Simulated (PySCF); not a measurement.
# C4H12InN (InEt2(NH2)): the cost of one run

Programs: PySCF 2.14.0, with routines of our own; each step states its level. All values are computed. Atoms count from 0.

## Step 1: The starting structure

18 atoms, charge 0, multiplicity 1; geometry from: GFN2-xTB.

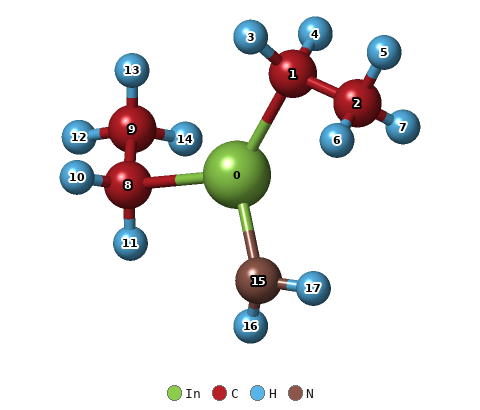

The starting geometry (indium green, carbon red, hydrogen blue, nitrogen brown); sticks join atoms by distance alone.

## Step 2: Relaxing the molecule at PBE0-D3(BJ)/def2-SVP

The job: settings as JSON, then the geometry in Å.

```
{"job": {"xc": "PBE0", "basis": "def2-SVP", "d3": "d3bj", "grid": 1, "maxiter": 30, "shake": 0.03, "kind": "geom"}, "charge": 0, "multiplicity": 1}
In    -0.245080    -0.239830     0.292130
C      1.942710    -0.350430     0.136380
C      2.353810    -1.710510     0.601130
H      2.477100     0.462830     0.756790
H      2.267030    -0.177690    -0.918350
H      3.492790    -1.763280     0.616400
H      2.092220    -1.891610     1.644790
H      2.066870    -2.476570    -0.030940
C     -1.768470     1.531330    -0.160580
C     -1.530000     2.186420    -1.528100
H     -1.728700     2.233540     0.621640
H     -2.737000     1.058970    -0.165920
H     -2.330810     3.027150    -1.747660
H     -0.572780     2.637440    -1.579100
H     -1.631870     1.450220    -2.378990
N     -1.215270    -1.620840     1.383890
H     -2.190820    -1.783300     1.159030
H     -0.798040    -2.556930     1.375190
```

The run is started by

```sh
$ OMP_NUM_THREADS=1 python heavy_run.py task.json out
```

The driver reads the jobs from task.json and runs them one after another.

**Question.** How long does this first job take on 1 thread of Intel Xeon 6975P-C, shared host, and how much memory does it need?

About 1.8 min, with a peak of 0.61 GiB.
